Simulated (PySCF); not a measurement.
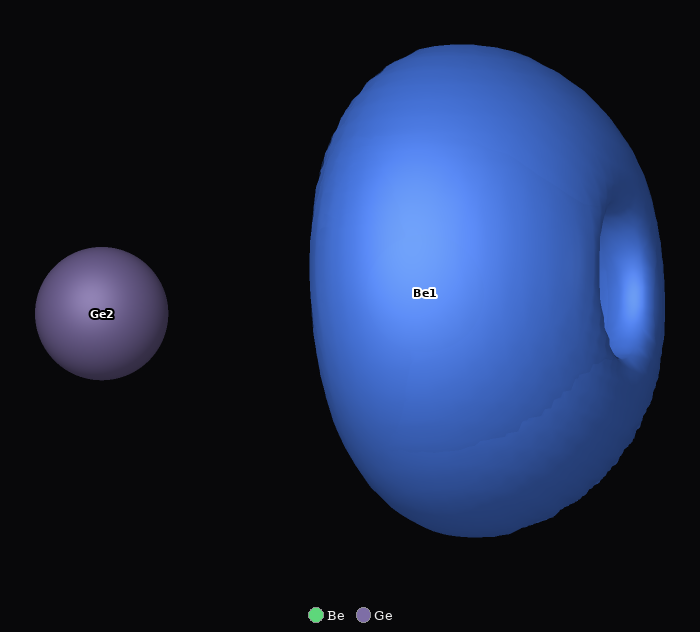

The picture shows: BeGe (triplet). Isosurface of the electron localisation function at 0.9 (blue), seen from one side. Only the valence region is drawn (cores and ρ < 0.01 e/Å³ removed).

⟨S²⟩ = 2.08, above the pure value of 2.00.

These are results of PySCF, PBE0/pcseg-1, non-relativistic, at a bond length of 2.178 Å, not measurements.

Describe the localisation domains.

The ELF exceeds this value in one region wrapped around Be (its valence shell). Profiles from the grid: Be–Ge (2.18 Å): the ELF is about 0.60 at the midpoint.
